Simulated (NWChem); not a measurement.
# C3H9In (trimethylindium (TMIn)) at 3 levels

We compute a comparison of 3 runs (HF/3-21G, B3LYP/def2-SVP, PBE/def2-SVP) of C3H9In (trimethylindium (TMIn)). 

The calculation is run with NWChem 7.3.0.

34 further runs of the same task are left out: 1 that didn't finish, 33 set aside as unsound or not needed. Runs told in other sessions of the task aren't counted.

### Step 1. The structure to begin with

C3H9In has 13 atoms, charge 0, and is taken as a singlet. SMILES: `[CH3][In]([CH3])[CH3]`. The C1–H5 distance was set to 1.964 Å, away from the relaxed value. At this shape a bond of the SMILES string is far longer than usual.

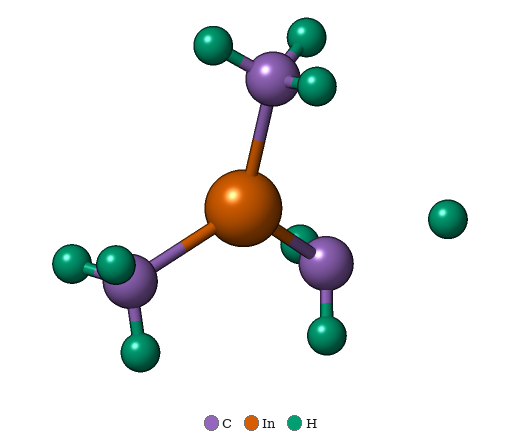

Viewed from a chosen angle; carbon purple, indium orange, hydrogen teal.

### Step 2. The energy at HF/3-21G (run 1)

File c3h9in.nw:

```
start c3h9in
title "C3H9In"
memory 2200 mb
charge 0

geometry units bohr noautosym nocenter noautoz
 C  -2.21980837  2.52812474 -1.78027319
 In -1.24830017 -1.06462257 -0.08726755
 C   1.52468395 -1.22581620  2.91342856
 C  -3.07094101 -4.49428651 -1.36528933
 H   0.62247579  4.90950847 -1.61325919
 H  -3.80472167  3.36243883 -0.74886067
 H  -2.79674175  2.29965685 -3.74653322
 H   1.14881742 -2.79353300  4.19882027
 H   1.57268299  0.53370779  3.98735992
 H   3.39910329 -1.51702300  2.09253153
 H  -3.63426837 -4.35387986 -3.34364361
 H  -4.77566295 -4.82045324 -0.24298099
 H  -1.83770574 -6.12984447 -1.12699487
end

basis spherical bse
 C library 3-21G
 In library 3-21G
 H library 3-21G
end

scf
 thresh 1e-08
 maxiter 80
end

task scf energy
```

Started as:

```bash
$ nwchem c3h9in.nw > c3h9in.out
```

Output:

```text
[...]
  functions       =    76
[...]
  wavefunction    = RHF
[...]
         Total SCF energy =  -5832.779507209837
      One-electron energy =  -8766.497227940541
      Two-electron energy =   2575.563317111747
 Nuclear repulsion energy =    358.154403618958
        Time for solution =      9.2s
[...]
```

Wall time 10 s (1 thread of Intel Xeon Platinum 8488C (Sapphire Rapids), shared host); peak memory 0.099 GiB.

### Step 3. A single-point energy at B3LYP/def2-SVP (core potential) (run 2)

File c3h9in.nw:

```
start c3h9in
memory stack 880 mb heap 220 mb global 1100 mb
geometry units angstrom noautosym nocenter noautoz
 C     -1.174672     1.337826    -0.942080
 In    -0.660572    -0.563374    -0.046180
 C      0.806828    -0.648674     1.541720
 C     -1.625072    -2.378274    -0.722480
 H      0.329400     2.598000    -0.853700
 H     -2.013372     1.779326    -0.396280
 H     -1.479972     1.216926    -1.982580
 H      0.607928    -1.478274     2.221920
 H      0.832228     0.282426     2.110020
 H      1.798728    -0.802774     1.107320
 H     -1.923172    -2.303974    -1.769380
 H     -2.527172    -2.550874    -0.128580
 H     -0.972472    -3.243774    -0.596380
end
basis spherical bse
 C library def2-SVP
 In library def2-SVP
 H library def2-SVP
end
ecp bse
 In library def2-SVP
end
dft
 xc b3lyp
 grid fine
 convergence energy 1e-08
 iterations 100
 mulliken
end
task dft energy
```

Started as:

```bash
$ nwchem c3h9in.nw > c3h9in.out
```

Output:

```text
[...]
          Wavefunction type:  closed shell.
          No. of atoms     :    13
          No. of electrons :    48
[...]
          Charge           :     0
          Spin multiplicity:     1
[...]
          AO basis - number of functions:   113
[...]
              XC Information
              --------------
                         B3LYP Method XC Potential
                     Hartree-Fock (Exact) Exchange  0.200
                        Slater Exchange Functional  0.800 local
                    Becke 1988 Exchange Functional  0.720 non-local
              Lee-Yang-Parr Correlation Functional  0.810
                  VWN I RPA Correlation Functional  0.190 local
[...]
 d= 0,ls=0.0,diis     1   -309.6565771239 -4.97D+02  8.25D-03  2.90D-01     4.5
[...]
 d= 0,ls=0.0,diis    10   -309.7028940739 -2.35D-10  2.89D-07  1.77D-09    36.8
         Total DFT energy =     -309.702894073892
      One electron energy =     -866.825871638671
           Coulomb energy =      406.011295726005
    Exchange-Corr. energy =      -36.246844489657
 Nuclear repulsion energy =      187.358526328431
[...]
      Total Density - Mulliken Population Analysis
     ---------------------------------------------
    Atom       Charge   Shell Charges
 -----------   ------   -------------------------------------------------------
    1 C    6     6.25   1.99  0.93  0.35  1.89  1.07  0.01
    2 In  21    20.52  -0.60  2.60  0.93  0.22  2.79  3.22  1.01  0.21  9.62  0.52
    3 C    6     6.25   1.99  0.89  0.23  2.09  1.03  0.02
    4 C    6     6.25   1.99  0.89  0.23  2.09  1.03  0.02
    5 H    1     1.05   0.52  0.53  0.00
    6 H    1     0.95   0.73  0.19  0.03
    7 H    1     0.95   0.73  0.19  0.03
    8 H    1     0.97   0.74  0.21  0.03
    9 H    1     0.96   0.74  0.20  0.03
   10 H    1     0.97   0.73  0.21  0.03
[...]
```

Wall time 38 s (1 thread of Intel Xeon Platinum 8488C (Sapphire Rapids), shared host); peak memory 0.12 GiB.

### Step 4. The energy at PBE/def2-SVP (core potential) (run 3)

File m1.xyz:

```xyz
13
C3H9In PBE
C     -1.174672     1.337826    -0.942080
In    -0.660572    -0.563374    -0.046180
C      0.806828    -0.648674     1.541720
C     -1.625072    -2.378274    -0.722480
H      0.329400     2.598000    -0.853700
H     -2.013372     1.779326    -0.396280
H     -1.479972     1.216926    -1.982580
H      0.607928    -1.478274     2.221920
H      0.832228     0.282426     2.110020
H      1.798728    -0.802774     1.107320
H     -1.923172    -2.303974    -1.769380
H     -2.527172    -2.550874    -0.128580
H     -0.972472    -3.243774    -0.596380
```

File m1.nw:

```
start m1
title "C3H9In PBE"
memory stack 880 mb heap 220 mb global 1100 mb

geometry units angstroms noautosym nocenter noautoz
  load format xyz m1.xyz
end

basis "ao basis" spherical bse
  * library def2-SVP
end

ecp bse
  In library def2-SVP
end

dft
  xc xpbe96 cpbe96
  mult 1
  grid fine
  convergence energy 1e-08
  maxiter 100
  mulliken
end

task dft energy
```

Started as:

```bash
$ nwchem m1.nw > m1.out
```

Output:

```text
[...]
          Wavefunction type:  closed shell.
          No. of atoms     :    13
          No. of electrons :    48
[...]
          Charge           :     0
          Spin multiplicity:     1
[...]
          AO basis - number of functions:   113
[...]
              XC Information
              --------------
          PerdewBurkeErnzerhof Exchange Functional  1.000
            Perdew 1991 LDA Correlation Functional  1.000 local
           PerdewBurkeErnz. Correlation Functional  1.000 non-local
[...]
 d= 0,ls=0.0,diis     1   -309.4057325399 -4.97D+02  9.96D-03  3.25D-01     4.6
[...]
 d= 0,ls=0.0,diis    12   -309.4527934238 -1.16D-10  1.51D-07  4.12D-10    45.2
         Total DFT energy =     -309.452793423778
      One electron energy =     -866.843678651855
           Coulomb energy =      405.994750064062
    Exchange-Corr. energy =      -35.962391164415
 Nuclear repulsion energy =      187.358526328431
[...]
      Total Density - Mulliken Population Analysis
     ---------------------------------------------
    Atom       Charge   Shell Charges
 -----------   ------   -------------------------------------------------------
    1 C    6     6.28   1.99  0.94  0.37  1.90  1.08  0.01
    2 In  21    20.57  -0.60  2.60  0.97  0.22  2.79  3.22  1.01  0.22  9.59  0.54
    3 C    6     6.28   1.98  0.90  0.25  2.09  1.05  0.01
    4 C    6     6.28   1.98  0.90  0.25  2.09  1.05  0.01
    5 H    1     1.03   0.52  0.51  0.00
    6 H    1     0.93   0.72  0.18  0.03
    7 H    1     0.93   0.73  0.18  0.03
    8 H    1     0.95   0.73  0.20  0.03
    9 H    1     0.95   0.73  0.19  0.03
   10 H    1     0.95   0.73  0.20  0.03
[...]
```

Run time: 46 s. Hardware: 1 thread of Intel Xeon Platinum 8488C (Sapphire Rapids), shared host; peak memory 0.12 GiB.

### Step 5. Overview of the runs

| run | level | iteration cap | module | energy (Eh) | dipole moment (D) | HOMO energy (eV) | LUMO energy (eV) | wall time |
| --- | --- | --- | --- | --- | --- | --- | --- | --- |
| 1 | HF/3-21G | 80 | scf | -5832.779507 | 1.62 | -9.12 | 1.63 | 10 s |
| 2 | B3LYP/def2-SVP (core potential) | 100 | dft | -309.702894 | 1.36 | -6.71 | -1.82 | 38 s |
| 3 | PBE/def2-SVP (core potential) | 100 | dft | -309.452793 | 1.23 | -5.84 | -2.46 | 46 s |

### Step 6. What came out

| quantity | value |
| --- | --- |
| run 3: total energy | -309.45279 Eh |
| run 3: dipole moment | 1.23 D |
| run 3: HOMO energy | -5.84 eV |
| run 3: LUMO energy | -2.46 eV |
| run 3: HOMO–LUMO gap | 3.38 eV |

What this shows: The dipole moment (its size) runs from 1.23 D (PBE/def2-SVP) to 1.62 D (HF/3-21G). The two ends differ in method and basis and core potential. The HOMO–LUMO gap runs from 3.38 eV (PBE/def2-SVP) to 10.75 eV (HF/3-21G). Totals of different functionals can't be ranked against each other. Some runs of one species differ in core potentials or relativity; totals across that change don't compare. In all runs a closed-shell determinant meets a far-stretched bond; if it breaks into open shells, such a determinant describes it badly, and no broken-symmetry solution was shown. In run 1 relativity is left out where basis or elements ask for it. All runs together took 94 s, the longest 46 s.
